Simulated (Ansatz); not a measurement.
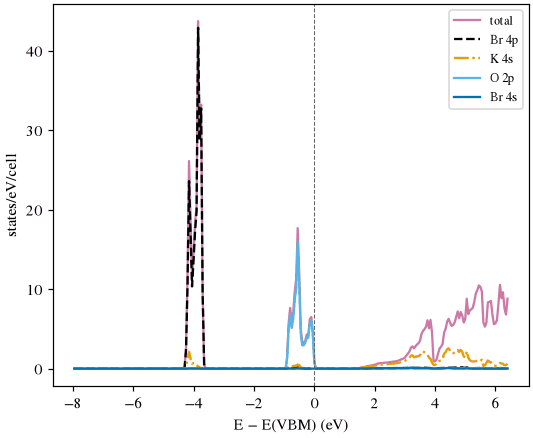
Total and projected density of states of K₄Br₂O in space group I4/mmm (No. 139; K on 4e, K on 4c, Br on 4e, O on 2a), DFT-r²SCAN in the program Ansatz with PAW potentials

Question: Which orbitals carry the states next to the gap?

Answer: Top 1 eV of the valence band: O 2p 90 %. Bottom 1 eV of the conduction band: K 4s 74 %, Br 4s 11 %, outside the projected shells 5 %. Projections are on Löwdin-orthogonalised atomic valence shells; empty p or d shells of many metals are not among them.

Question: Where is the tallest occupied peak in this window, and what makes it?

Answer: Near -3.8 eV, about 44 states/eV per cell; the largest projected share is Br 4p.

The workflow started from a Materials Project entry (that database holds measured and hypothetical structures alike); the Crystallography Open Database files this formula in space group No. 139, but the cells were not matched. Whether it is the stable phase at ambient conditions was not checked. The r²SCAN relaxation kept the symmetry of its start; its stability against distortions is not shown here. Scalar-relativistic: spin–orbit coupling is off unless named, which matters more the heavier the elements.

Potentials: the later of the program's two PAW sets.
